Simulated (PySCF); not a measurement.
# Cl4Ti ([TiCl4]-): the cost of one run

Computed with PySCF 2.14.0 and routines of our own; the level stands in each step. Atoms count from 0.

## 1. The starting structure

5 atoms, charge -1, states of the metal's open shell are computed; geometry from: model geometry, bond lengths from ionic radii.

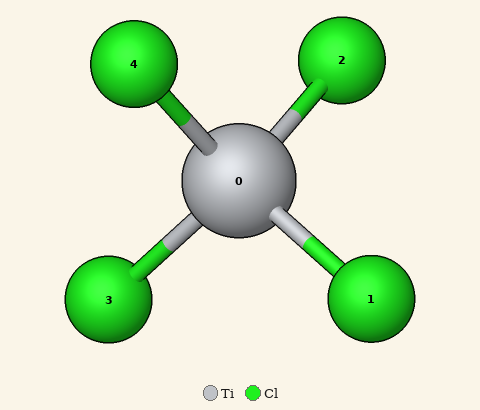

The starting geometry (titanium light grey, chlorine green); sticks join atoms by distance alone.

## 2. Ligand-field states: state-averaged CASSCF in water

Job settings and geometry (Å):

```
{"job": {"kind": "lf", "basis": {"metal": "x2c-TZVPall", "ligand": "x2c-SVPall"}, "nevpt": true, "solvent": "water"}, "charge": -1, "metal": "Ti", "open_shell": "d1"}
Ti     0.000000     0.000000     0.000000
Cl     1.304811     1.304811     1.304812
Cl    -1.304811    -1.304811     1.304812
Cl    -1.304811     1.304811    -1.304812
Cl     1.304811    -1.304811    -1.304812
```

With the program's defaults for keys left out, this is: state-averaged CASSCF of the metal d shell, SC-NEVPT2 on the averaged canonical orbitals, state-interaction spin-orbit coupling.

The run is started by

```bash
$ OMP_NUM_THREADS=1 python lf_run.py task.json out
```

This one command runs all jobs of the session in turn.

**Question.** How long does this first job take on 1 thread of Arm Neoverse V1, shared host, and how much memory does it need?

About 16 s, with a peak of 0.32 GiB.
